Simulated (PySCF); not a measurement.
Potential energy curve for LiNa, singlet.

Methods: RCCSD = CCSD on RHF/cc-pVDZ, 1 core orbital frozen (PySCF 2.14.0); UCCSD = CCSD on UHF/cc-pVDZ, 1 core orbital frozen run with PySCF; RMP2 = MP2 on RHF/cc-pVDZ, 1 core orbital frozen (PySCF).

Energies are in kcal/mol, each relative to the lowest point of its own curve near equilibrium.

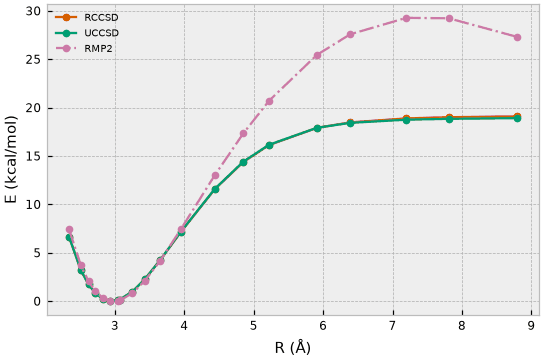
*Energy against bond length for each method.*

```csv
R / Å,RCCSD,UCCSD,RMP2
2.34,6.6,6.6,7.4
2.51,3.2,3.2,3.7
2.62,1.7,1.7,2.0
2.72,0.8,0.8,1.0
2.83,0.2,0.2,0.3
2.93,0.0,0.0,0.0
3.04,0.1,0.1,0.0
3.07,0.2,0.2,0.1
3.25,1.0,1.0,0.8
3.43,2.2,2.3,2.1
3.65,4.2,4.2,4.1
3.95,7.1,7.2,7.4
4.44,11.6,11.6,13.0
4.85,14.4,14.4,17.3
5.22,16.1,16.2,20.7
5.91,17.9,17.9,25.4
6.39,18.5,18.4,27.6
7.20,18.9,18.7,29.3
7.81,19.0,18.8,29.2
8.79,19.1,18.9,27.3
```

At the longest distance, 8.79 Å, RMP2 lies highest above its minimum (27.3 kcal/mol) and UCCSD lowest (18.9 kcal/mol).

The T1 diagnostic of CCSD on the restricted reference of RCCSD, RMP2 exceeds 0.045 at 6.39 to 8.79 Å. The unrestricted determinant behind UCCSD is spin-contaminated at 2.34 to 8.79 Å (<S²> up to 1.0, against 0.00 for a pure singlet). The restricted form behind RMP2 keeps the bonding electrons paired and can't separate into open-shell fragments.
